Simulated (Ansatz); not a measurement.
```
CELL_PARAMETERS angstrom
3.14413 0.00000 0.00000
0.00000 3.14413 0.00000
0.00000 0.00000 17.87301
ATOMIC_POSITIONS crystal
Ta 0.50000 0.50000 0.29386
Ta 0.00000 0.00000 0.79386
Ta 0.00000 0.00000 0.20614
Ta 0.50000 0.50000 0.70614
Nb 0.50000 0.50000 0.11783
Nb 0.00000 0.00000 0.61783
Nb 0.00000 0.00000 0.38217
Nb 0.50000 0.50000 0.88217
Nb 0.00000 0.00000 0.00000
Nb 0.50000 0.50000 0.50000
B 0.50000 0.50000 0.00000
B 0.00000 0.00000 0.50000
```

Space group I4/mmm; a generated structure, not necessarily the stable one; changed on purpose from its base cell (volume × 0.88, shape and atoms relaxed); computed pressure about 31 GPa in this cell.

Theory: Ansatz, DFT PBE, scalar-relativistic, plane waves, PAW.

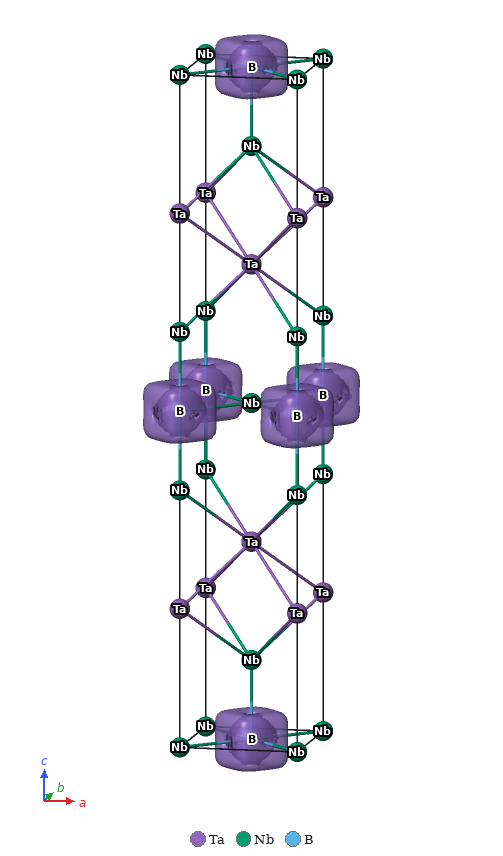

Ta2Nb3B. Isosurface of the ELF at 0.65 (purple), seen slightly off an axis. Only the valence region is drawn (cores and ρ < 0.01 e/Å³ removed). Sticks mark near contacts.

Describe the localisation domains.

The surface consists of two regions wrapped around B (the valence shell of each), counted in one cell of 12 atoms. Any copies at cell faces, edges or corners count once.

Values along the shortest contacts:
Nb–B (2.11 Å): the ELF peaks at about 0.65 in the valence shell of B, 0.7 Å from its nucleus, and drops to about 0.30 between the two atoms. Ta–Ta (2.72 Å): the ELF is about 0.30 at the midpoint: no localised pair shows between them.
